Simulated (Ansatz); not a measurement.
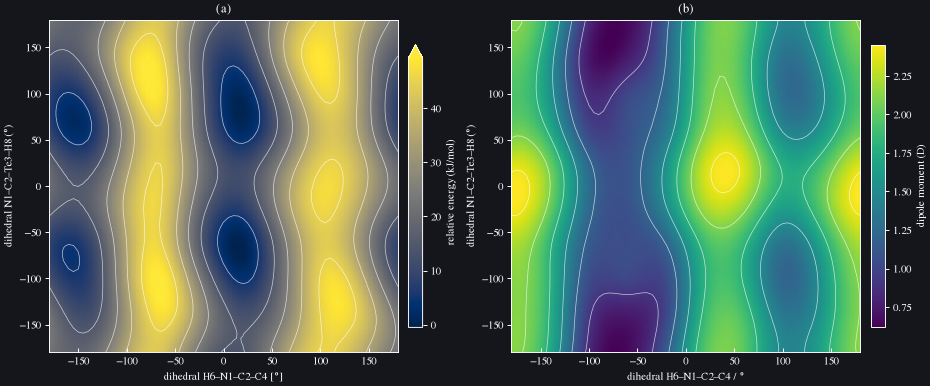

C₂H₄ClNTe, SMILES NC([TeH])=CCl. The first coordinate is: dihedral H6–N1–C2–C4; the second: dihedral N1–C2–Te3–H8. Nothing is relaxed (all other coordinates rigid). The grid has 9 × 9 points. Points are written as (first, second). Energies are in kJ/mol, from the relaxed molecule at the same level. Level of theory: RKS PBE0-D4/def2-SVP in Ansatz 0.2.0.

Panel (a) is the energy; panel (b) is the computed dipole moment, in D.

Drawn: a smooth colour map with a few white contour lines, one colour for all values above the top of the scale. Between grid points the surface is interpolated.

How does the dipole moment vary over the map, and what is it at the lowest grid point?

Answer. Leaving out the highest fifth of the energies, it runs from 0.66 D at (−60°, −180°) to 2.45 D at (−180°, −20°). At the lowest grid point, (20°, −60°), it is 1.90 D.

| dihedral N1–C2–Te3–H8 ↓, dihedral H6–N1–C2–C4 → | −180 | −140 | −100 | −60 | −20 | 20 | 60 | 100 | 140 |
| --- | --- | --- | --- | --- | --- | --- | --- | --- | --- |
| 140 | 2.02 | 1.58 | 0.73 | 0.75 | 1.21 | 1.98 | 1.93 | 1.32 | 1.58 |
| 100 | 1.93 | 1.57 | 0.86 | 1.01 | 1.28 | 2.02 | 1.96 | 1.29 | 1.46 |
| 60 | 2.04 | 1.74 | 1.01 | 1.07 | 1.38 | 2.12 | 2.13 | 1.48 | 1.59 |
| 20 | 2.37 | 2.05 | 1.25 | 1.10 | 1.57 | 2.33 | 2.35 | 1.78 | 1.92 |
| −20 | 2.45 | 2.05 | 1.27 | 1.09 | 1.52 | 2.22 | 2.18 | 1.68 | 1.99 |
| −60 | 2.23 | 1.84 | 1.16 | 1.06 | 1.23 | 1.90 | 1.85 | 1.34 | 1.72 |
| −100 | 2.12 | 1.79 | 1.06 | 1.01 | 1.05 | 1.79 | 1.77 | 1.22 | 1.57 |
| −140 | 2.11 | 1.78 | 0.92 | 0.74 | 1.02 | 1.86 | 1.91 | 1.36 | 1.59 |
| −180 | 2.12 | 1.72 | 0.84 | 0.66 | 1.15 | 1.96 | 1.98 | 1.46 | 1.69 |
